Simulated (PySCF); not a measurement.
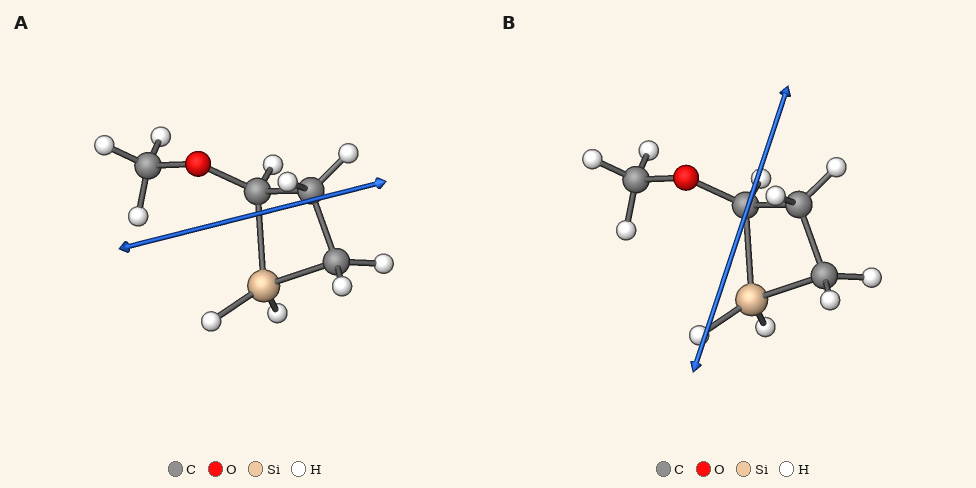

The double arrows show the directions of two transition dipoles from the ground state (lengths mean nothing). The computed structure is the end point of a GFN2-xTB optimisation. No frequency run is at hand to confirm it as a minimum. Properties computed with TDDFT B3LYP/def2-SVPD, vertical, gas phase, core orbitals frozen in the response (PySCF 2.14.0).

> One belongs to singlet state 5 and one to singlet state 7. Which is which?

A: state 5, 6.79 eV (183 nm), oscillator strength 0.029, mainly HOMO−1 → LUMO (weight 0.95).
B: state 7, 7.27 eV (171 nm), oscillator strength 0.024, mainly HOMO → LUMO+5 (weight 0.73).

The geometry is semi-empirical. Around Si such bond lengths and angles can be off by a tenth of an ångström or more and by several degrees, and values that hang on the shape move with them.
